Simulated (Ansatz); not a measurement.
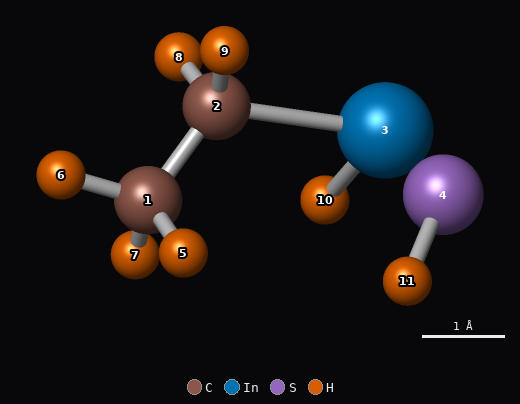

Figure 1. The starting structure (ball-and-stick view, seen at a tilt; atoms are numbered from 1 in the order of the input). Sticks mark near contacts. Bond lengths as drawn: C–C 1.45 Å, C–H 1.13 to 1.16 Å, C–In 2.18 Å, H–In 1.83 Å, H–S 1.47 Å and In–S 1.06 Å.

## Geometry relaxation, with input and output: C2H7InS (part 1 of 2)

The run: geometry relaxation of C2H7InS, SMILES C[CH2][InH][SH]. Method and program: RKS PBE-D4/def2-SVP (Ansatz 0.2.0).

The geometry: force-field start. Figures and captions count atoms from 1; the log counts them from 0 in places.

**Log**
```
Functional definition: PBE
  name "PBE"
  cite "Perdew, Burke & Ernzerhof, Phys. Rev. Lett. 77, 3865 (1996) doi:10.1103/PhysRevLett.77.3865"
  parent pbe
  parameter kappa = 0.804
  parameter beta = 0.06672455060314922
  exchange = pbe_x(kappa = kappa, mu = beta*pi^2/3)
  correlation = pbe_c(beta = beta)
1243 factors; their error is unknown
mean field evaluation 1: about -18053.8946 eV, gradient 7.5e1 eV
mean field evaluation 2: about -17956.7276 eV, gradient 1.6e2 eV
mean field evaluation 4: about -18066.8485 eV, gradient 2.4e1 eV
mean field evaluation 8: about -18069.3590 eV, gradient 2.2e0 eV
mean field evaluation 16: about -18069.3231 eV, gradient 8.5e-2 eV
mean field evaluation 32: about -18067.9307 eV, gradient 4.6e0 eV
mean field -18069.32318176 eV, -664.0353791026 hartree, gradient 1.4e-5 eV, S^2 0.000000; 2 other end points of the search recorded, 0 dependent functions left out
the calculation of the forces begins
reference -18069.32322205 eV, -664.0353805830 hartree; 28, 28 occupied and 79, 79 virtual orbitals, 1243 factors
relax step   1: F+E_penalty+E_count = -18069.57824425 eV  Δ(F+E_penalty+E_count) = +0.000e0 eV  max|allowed force component| = 3.949e2 eV/Å  Δτ_max = 0.0000 Å  (89 SCF iters, accepted)
these checks for a lower state are left out or cut short: starts, cluster_reference, orbital_swaps, neighbouring_geometries, increment
1243 factors; their error is unknown
mean field -18157.59826920 eV, -667.2794287309 hartree, gradient 9.8e-6 eV, S^2 0.000000; 0 other end points of the search recorded, 0 dependent functions left out
[... from here on the field's lines of each further geometry are left out, up to the last ...]
relax step   2: F+E_penalty+E_count = -18157.84897835 eV  Δ(F+E_penalty+E_count) = -8.827e1 eV  max|allowed force component| = 8.303e1 eV/Å  Δτ_max = 0.1950 Å  (42 SCF iters, accepted)
relax step   3: F+E_penalty+E_count = -18172.02390607 eV  Δ(F+E_penalty+E_count) = -1.417e1 eV  max|allowed force component| = 3.817e1 eV/Å  Δτ_max = 0.1911 Å  (36 SCF iters, accepted)
relax step   4: F+E_penalty+E_count = -18180.17262269 eV  Δ(F+E_penalty+E_count) = -8.149e0 eV  max|allowed force component| = 1.288e1 eV/Å  Δτ_max = 0.1934 Å  (34 SCF iters, accepted)
relax step   5: F+E_penalty+E_count = -18183.12130673 eV  Δ(F+E_penalty+E_count) = -2.949e0 eV  max|allowed force component| = 3.451e0 eV/Å  Δτ_max = 0.1943 Å  (35 SCF iters, accepted)
relax step   6: F+E_penalty+E_count = -18184.22562458 eV  Δ(F+E_penalty+E_count) = -1.104e0 eV  max|allowed force component| = 1.734e0 eV/Å  Δτ_max = 0.1943 Å  (29 SCF iters, accepted)
relax step   7: F+E_penalty+E_count = -18184.58941465 eV  Δ(F+E_penalty+E_count) = -3.638e-1 eV  max|allowed force component| = 8.745e-1 eV/Å  Δτ_max = 0.1949 Å  (28 SCF iters, accepted)
relax step   8: F+E_penalty+E_count = -18184.77724117 eV  Δ(F+E_penalty+E_count) = -1.878e-1 eV  max|allowed force component| = 6.180e-1 eV/Å  Δτ_max = 0.1995 Å  (29 SCF iters, accepted)
relax step   9: F+E_penalty+E_count = -18184.90651548 eV  Δ(F+E_penalty+E_count) = -1.293e-1 eV  max|allowed force component| = 2.292e-1 eV/Å  Δτ_max = 0.1915 Å  (30 SCF iters, accepted)
relax step  10: F+E_penalty+E_count = -18184.99360255 eV  Δ(F+E_penalty+E_count) = -8.709e-2 eV  max|allowed force component| = 3.753e-1 eV/Å  Δτ_max = 0.1953 Å  (27 SCF iters, accepted)
relax step  11: F+E_penalty+E_count = -18185.06992068 eV  Δ(F+E_penalty+E_count) = -7.632e-2 eV  max|allowed force component| = 3.128e-1 eV/Å  Δτ_max = 0.2000 Å  (29 SCF iters, accepted)
relax step  12: F+E_penalty+E_count = -18185.09504434 eV  Δ(F+E_penalty+E_count) = -2.512e-2 eV  max|allowed force component| = 2.353e-1 eV/Å  Δτ_max = 0.1882 Å  (30 SCF iters, accepted)
relax step  13: F+E_penalty+E_count = -18185.10269199 eV  Δ(F+E_penalty+E_count) = -7.648e-3 eV  max|allowed force component| = 1.860e-1 eV/Å  Δτ_max = 0.1349 Å  (29 SCF iters, accepted)
relax step  14: F+E_penalty+E_count = -18185.11357515 eV  Δ(F+E_penalty+E_count) = -1.088e-2 eV  max|allowed force component| = 5.095e-2 eV/Å  Δτ_max = 0.0601 Å  (30 SCF iters, accepted)
relax step  15: F+E_penalty+E_count = -18185.11431807 eV  Δ(F+E_penalty+E_count) = -7.429e-4 eV  max|allowed force component| = 1.065e-1 eV/Å  Δτ_max = 0.0530 Å  (30 SCF iters, accepted)
relax step  16: F+E_penalty+E_count = -18185.11582824 eV  Δ(F+E_penalty+E_count) = -1.510e-3 eV  max|allowed force component| = 9.186e-2 eV/Å  Δτ_max = 0.0171 Å  (32 SCF iters, accepted)
relax step  17: F+E_penalty+E_count = -18185.11676726 eV  Δ(F+E_penalty+E_count) = -9.390e-4 eV  max|allowed force component| = 5.780e-2 eV/Å  Δτ_max = 0.0336 Å  (31 SCF iters, accepted)
relax step  18: F+E_penalty+E_count = -18185.11899666 eV  Δ(F+E_penalty+E_count) = -2.229e-3 eV  max|allowed force component| = 4.281e-2 eV/Å  Δτ_max = 0.1669 Å  (27 SCF iters, accepted)
relax step  19: F+E_penalty+E_count = -18185.12015352 eV  Δ(F+E_penalty+E_count) = -1.157e-3 eV  max|allowed force component| = 3.075e-2 eV/Å  Δτ_max = 0.0203 Å  (31 SCF iters, accepted)
relax step  20: F+E_penalty+E_count = -18185.12431105 eV  Δ(F+E_penalty+E_count) = -4.158e-3 eV  max|allowed force component| = 5.678e-2 eV/Å  Δτ_max = 0.1544 Å  (28 SCF iters, accepted)
relax step  21: F+E_penalty+E_count = -18185.12340321 eV  Δ(F+E_penalty+E_count) = +9.078e-4 eV  max|allowed force component| = 2.031e-1 eV/Å  Δτ_max = 0.1938 Å  (28 SCF iters, rejected (line search))
relax step  22: F+E_penalty+E_count = -18185.12622556 eV  Δ(F+E_penalty+E_count) = -1.915e-3 eV  max|allowed force component| = 5.496e-2 eV/Å  Δτ_max = 0.0930 Å  (29 SCF iters, accepted)
relax step  23: F+E_penalty+E_count = -18185.12692169 eV  Δ(F+E_penalty+E_count) = -6.961e-4 eV  max|allowed force component| = 1.061e-1 eV/Å  Δτ_max = 0.0973 Å  (30 SCF iters, accepted)
relax step  24: F+E_penalty+E_count = -18185.12998881 eV  Δ(F+E_penalty+E_count) = -3.067e-3 eV  max|allowed force component| = 1.276e-1 eV/Å  Δτ_max = 0.0640 Å  (30 SCF iters, accepted)
relax step  25: F+E_penalty+E_count = -18185.13144690 eV  Δ(F+E_penalty+E_count) = -1.458e-3 eV  max|allowed force component| = 1.141e-1 eV/Å  Δτ_max = 0.0481 Å  (30 SCF iters, accepted)
relax step  26: F+E_penalty+E_count = -18185.13336206 eV  Δ(F+E_penalty+E_count) = -1.915e-3 eV  max|allowed force component| = 1.673e-1 eV/Å  Δτ_max = 0.1627 Å  (28 SCF iters, accepted)
relax step  27: F+E_penalty+E_count = -18185.13581437 eV  Δ(F+E_penalty+E_count) = -2.452e-3 eV  max|allowed force component| = 1.361e-1 eV/Å  Δτ_max = 0.0443 Å  (31 SCF iters, accepted)
relax step  28: F+E_penalty+E_count = -18185.13722430 eV  Δ(F+E_penalty+E_count) = -1.410e-3 eV  max|allowed force component| = 2.625e-1 eV/Å  Δτ_max = 0.0814 Å  (30 SCF iters, accepted)
relax step  29: F+E_penalty+E_count = -18185.14423648 eV  Δ(F+E_penalty+E_count) = -7.012e-3 eV  max|allowed force component| = 1.480e-2 eV/Å  Δτ_max = 0.0863 Å  (30 SCF iters, accepted)
relax step  30: F+E_penalty+E_count = -18185.14620606 eV  Δ(F+E_penalty+E_count) = -1.970e-3 eV  max|allowed force component| = 2.009e-1 eV/Å  Δτ_max = 0.1964 Å  (27 SCF iters, accepted)
relax step  31: F+E_penalty+E_count = -18185.14960086 eV  Δ(F+E_penalty+E_count) = -3.395e-3 eV  max|allowed force component| = 9.332e-2 eV/Å  Δτ_max = 0.0259 Å  (32 SCF iters, accepted)
relax step  32: F+E_penalty+E_count = -18185.15203508 eV  Δ(F+E_penalty+E_count) = -2.434e-3 eV  max|allowed force component| = 1.904e-2 eV/Å  Δτ_max = 0.0617 Å  (30 SCF iters, accepted)
relax step  33: F+E_penalty+E_count = -18185.15307445 eV  Δ(F+E_penalty+E_count) = -1.039e-3 eV  max|allowed force component| = 8.942e-2 eV/Å  Δτ_max = 0.1290 Å  (29 SCF iters, accepted)
relax step  34: F+E_penalty+E_count = -18185.15371969 eV  Δ(F+E_penalty+E_count) = -6.452e-4 eV  max|allowed force component| = 3.675e-2 eV/Å  Δτ_max = 0.0148 Å  (31 SCF iters, accepted)
the calculation of the forces begins
reference -18184.92683157 eV, -668.2837348741 hartree; 28, 28 occupied and 79, 79 virtual orbitals, 1243 factors
relax step  35: F+E_penalty+E_count = -18185.15420137 eV  Δ(F+E_penalty+E_count) = -4.817e-4 eV  max|allowed force component| = 3.497e-3 eV/Å  Δτ_max = 0.0129 Å  (32 SCF iters, accepted)
1243 factors; their error is unknown
mean field evaluation 288: about -18184.9632 eV, gradient 1.7e0 eV
```

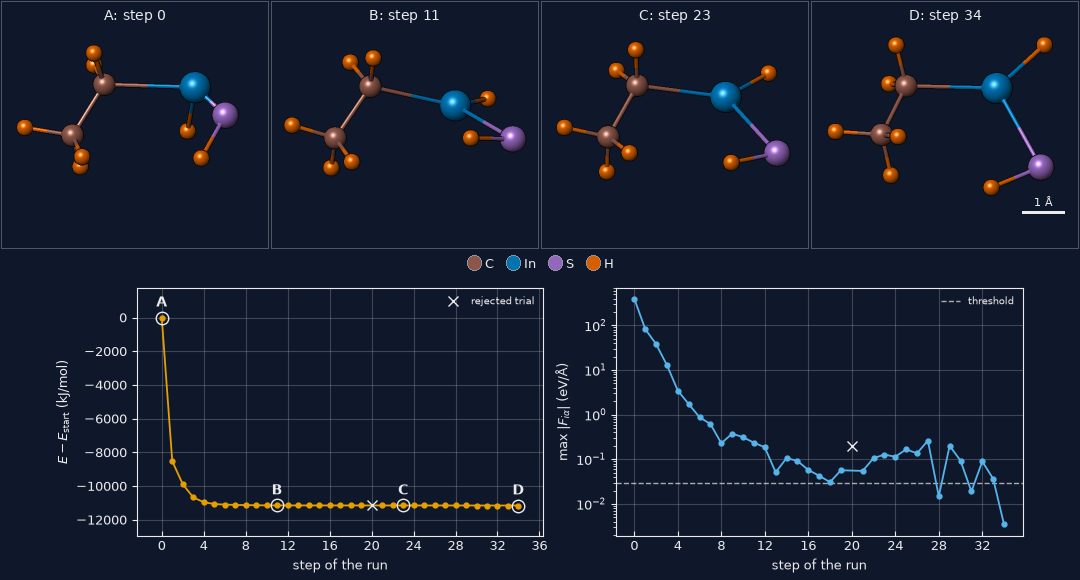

Figure 2. Frames of the relaxation (ball-and-stick view, seen at a tilt) above the curves, on which the letters mark them (the first geometry is step 0 here and step 1 in the log).

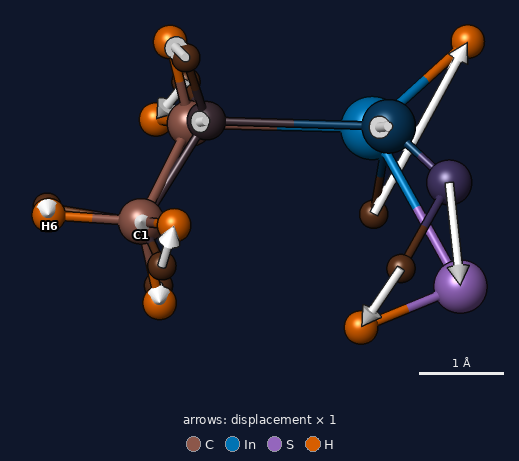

Figure 3. Start (faint) and end (solid) with the displacements as white arrows, at true length (ball-and-stick view, seen at a tilt). The two geometries are laid on each other by the best rigid fit. The energy falls by 11151.4 kJ/mol in 34 geometry steps. The largest force component goes from 390 to 0.0035 eV/Å. The line search rejected the trial step at point 20 (counted from 0) and went back. H10 moves most after the best rigid fit: 2.36 Å. Largest moves by element: H 2.36 Å, S 1.27 Å, In 0.55 Å, C 0.38 Å. Distances before and after: In3–S4 1.063 → 2.444 Å, S4–H11 1.470 → 1.364 Å, In3–H10 1.832 → 1.739 Å, C1–C2 1.452 → 1.528 Å. Among the angles that change: C2–In3–H10 85.7° → 133.1°, S4–In3–H10 90.2° → 112.9°, C2–In3–S4 134.3° → 113.9°. (Atoms are counted from 1 in the order of the input.)

```
mean field -18184.92678678 eV, -668.2837332282 hartree, gradient 2.2e-5 eV, S^2 0.000000; 1 other end points of the search recorded, 0 dependent functions left out
the calculation of the forces begins
reference -18184.92683157 eV, -668.2837348741 hartree; 28, 28 occupied and 79, 79 virtual orbitals, 1243 factors
Total energy: -18185.15424616 eV, -668.2920922060 hartree
Atom 0 at    -1.107927     0.730164     0.366872 Å, force     0.001429     0.002833    -0.000622 eV/Å
Atom 1 at     0.307513     0.495479     0.891897 Å, force    -0.000022    -0.001861     0.000400 eV/Å
Atom 2 at     1.511843    -0.864918    -0.335943 Å, force     0.000438    -0.001928    -0.003497 eV/Å
Atom 3 at     0.322391    -1.772705    -2.268883 Å, force     0.000066    -0.000167     0.000122 eV/Å
Atom 4 at    -1.692265    -0.211503     0.305281 Å, force    -0.001242    -0.001817     0.002836 eV/Å
Atom 5 at    -1.679515     1.421217     1.024336 Å, force     0.000010    -0.000291    -0.000333 eV/Å
Atom 6 at    -1.108075     1.178417    -0.648540 Å, force     0.000120     0.000120     0.000997 eV/Å
Atom 7 at     0.885353     1.441430     0.961023 Å, force    -0.001385     0.001067     0.000159 eV/Å
Atom 8 at     0.301908     0.060762     1.914058 Å, force    -0.000153     0.001618     0.000383 eV/Å
Atom 9 at     3.149700    -1.436377    -0.218357 Å, force    -0.002182     0.000262     0.000506 eV/Å
Atom 10 at    -0.825526    -1.099066    -1.971144 Å, force     0.002922     0.000163    -0.000949 eV/Å
Dipole moment:    -0.087719     0.328938     0.410061 e Å
```

**Trajectory as extended XYZ (Å, eV, eV/Å), 20 of the 35 frames kept, from step=1 to step=35**
```
11
Properties=species:S:1:pos:R:3:forces:R:3 step=1 energy=-18069.57824
C    -0.7939    1.0164    0.2279   -1.8822   1.7755  -1.0752
C     0.0975    0.0842    0.8958    1.8069  -0.5515   3.2685
In    1.0850   -1.4917   -0.2505   92.5106 212.6536 393.8233
S     0.8741   -1.9848   -1.1684  -94.4338 -212.2257 -394.9279
H    -1.6768    0.4951   -0.2701    0.4846   0.4300   0.2076
H    -1.2498    1.7929    0.9595    0.3723  -0.7845  -0.8478
H    -0.2680    1.6228   -0.5667   -0.2922  -0.2752   0.2352
H     0.9845    0.6544    1.3552   -0.9636  -0.5748  -0.0810
H    -0.4377   -0.4693    1.7194    0.2268   0.4584  -0.0016
H     1.8983   -0.1275   -1.1638    2.6500   1.7438   0.6245
H    -0.4478   -1.6496   -1.7177   -0.4795  -2.6495  -1.2256
11
Properties=species:S:1:pos:R:3:forces:R:3 step=3 energy=-18172.02391
C    -0.8081    1.0266    0.2222   -0.8908   0.8459  -0.5578
C     0.0914    0.1043    0.9659    0.5355  -0.1029   2.2208
In    1.1556   -1.3307   -0.1228   10.9957  25.6493  35.1388
S     0.7717   -2.2093   -1.4576  -11.6037 -26.1075 -38.1749
H    -1.6731    0.5032   -0.2699    0.2570   0.2044   0.1181
H    -1.2509    1.7852    0.9398    0.1394  -0.3606  -0.5040
H    -0.2732    1.6167   -0.5657   -0.1221  -0.2025   0.1235
H     0.9630    0.6657    1.3909   -0.6072  -0.0376   0.3297
H    -0.4471   -0.4479    1.7628   -0.0367   0.4152   0.3434
H     2.0248   -0.0643   -1.1356    1.5850   0.5475   0.7330
H    -0.4888   -1.7065   -1.7094   -0.2521  -0.8514   0.2292
11
Properties=species:S:1:pos:R:3:forces:R:3 step=5 energy=-18183.12131
C    -0.8273    1.0458    0.2160    0.3494  -0.2619   0.2695
C     0.0792    0.1280    1.0491   -0.7320   0.4467   0.2706
In    1.2599   -1.0944   -0.1147    1.3131   2.1662   1.2792
S     0.6508   -2.5300   -1.6385   -2.0267  -3.4514  -3.2991
H    -1.6649    0.5113   -0.2688   -0.0834  -0.0615  -0.0560
H    -1.2523    1.7787    0.9235   -0.2669   0.3060  -0.0759
H    -0.2729    1.6123   -0.5589    0.0304  -0.0179  -0.0626
H     0.9363    0.6776    1.4302    0.0201   0.7044   1.0017
H    -0.4628   -0.4413    1.7932   -0.3433  -0.0139   0.8646
H     2.0998   -0.0310   -1.1231    1.4325   0.7951  -0.2231
H    -0.4804   -1.7142   -1.6874    0.3069  -0.6118   0.0309
11
Properties=species:S:1:pos:R:3:forces:R:3 step=6 energy=-18184.22562
C    -0.8242    1.0434    0.2358    0.2331  -0.2110   0.3437
C     0.0772    0.1405    1.1030   -0.2599   0.3962  -0.2564
In    1.2613   -1.0133   -0.2213    0.5728   0.7863  -0.2365
S     0.5402   -2.6608   -1.7253    0.1903  -1.7342  -0.7333
H    -1.6498    0.4966   -0.2566   -0.0782  -0.0794  -0.0306
H    -1.2732    1.7998    0.9049   -0.2191   0.2486  -0.0658
H    -0.2620    1.5922   -0.5471    0.0450   0.0127  -0.0389
H     0.8825    0.7436    1.5408   -0.0124   0.2650   0.6103
H    -0.4829   -0.4196    1.8491   -0.2127  -0.1702   0.5239
H     2.2823    0.0308   -1.1483    0.7484   0.1932   0.0277
H    -0.4860   -1.8103   -1.7145   -1.0074   0.2926  -0.1441
11
Properties=species:S:1:pos:R:3:forces:R:3 step=8 energy=-18184.77724
C    -0.8426    1.0585    0.2699    0.0620  -0.0440   0.1897
C     0.1058    0.1953    1.1216   -0.1162   0.1891  -0.2898
In    1.2909   -0.8486   -0.3767    0.1844  -0.1155  -0.2955
S     0.4655   -2.7255   -1.7708   -0.5396   0.6180   0.1521
H    -1.5941    0.4448   -0.2666   -0.0629  -0.0021  -0.0127
H    -1.3988    1.7893    0.8930   -0.0761   0.0673  -0.0011
H    -0.2910    1.6466   -0.4947   -0.0385   0.0773  -0.0187
H     0.8347    0.8276    1.6632   -0.0036   0.0129   0.1405
H    -0.4339   -0.4392    1.8417   -0.0350  -0.1532   0.0820
H     2.6485   -0.0167   -1.0944    0.2347  -0.0792   0.0456
H    -0.7195   -1.9893   -1.7655    0.3909  -0.5708   0.0080
```
